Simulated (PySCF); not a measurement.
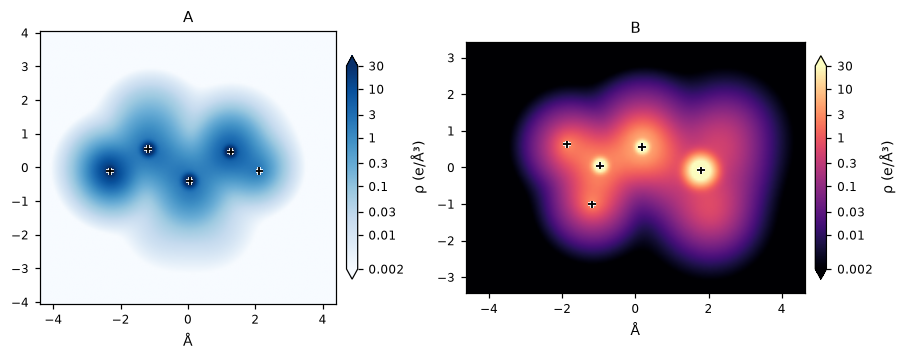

The total electron density of 2 systems, each on a plane through atoms (crosses mark nuclei in the plane).

The calculation used PBE0/pcSseg-1, SCF density, gas phase, non-relativistic in PySCF 2.14.0.

System 1: C$_{3}$H$_{7}$F$_{3}$N (charge +1), the plane of atoms C2, N3 and H14. Geometry: GFN2-xTB, NEB image 0 of 0 to 8.

```xyz
14

C    -1.3231   -0.3908    0.5106
C     0.0686    0.2036    0.3933
N     0.1165    1.2254   -0.7040
C     1.1085   -0.8850    0.0314
F     0.7906   -1.4346   -1.1458
F     2.3120   -0.3162   -0.1200
F     1.1837   -1.8239    0.9470
H    -1.6250   -0.8763   -0.4155
H    -2.0512    0.3723    0.7731
H    -1.3361   -1.1426    1.2974
H     0.3873    0.6706    1.3322
H     1.0657    1.6194   -0.8123
H    -0.1552    0.7855   -1.5997
H    -0.5431    1.9923   -0.5099
```

System 2: CH$_{5}$NSi, the plane of atoms C1, N2 and Si3. Geometry: GFN2-xTB, MD frame at 250 fs, 400 K.

```yaml
atoms:
  - { symbol: C, position_ang: [1.6974, -0.3990, -0.0054] }
  - { symbol: N, position_ang: [0.6157, -0.8961, -0.4269] }
  - { symbol: Si, position_ang: [-1.0447, -0.4109, -0.3463] }
  - { symbol: H, position_ang: [1.8094, 0.5624, 0.4936] }
  - { symbol: H, position_ang: [2.6654, -0.8295, -0.2089] }
  - { symbol: H, position_ang: [-1.7544, -1.8152, -0.3078] }
  - { symbol: H, position_ang: [-1.4411, 0.3235, -1.4628] }
  - { symbol: H, position_ang: [-1.5532, 0.3900, 0.7064] }
```

Match each panel to its system.

Answer. Panel A is system 1, C$_{3}$H$_{7}$F$_{3}$N: the plane holds C, N, F and H. C–F (1.31 Å): the density is about 2.6 e/Å³ at the midpoint. Panel B is system 2, CH$_{5}$NSi: the plane holds C, N, Si and H. C–N (1.26 Å): ρ at the midpoint is about 2.8 e/Å³.
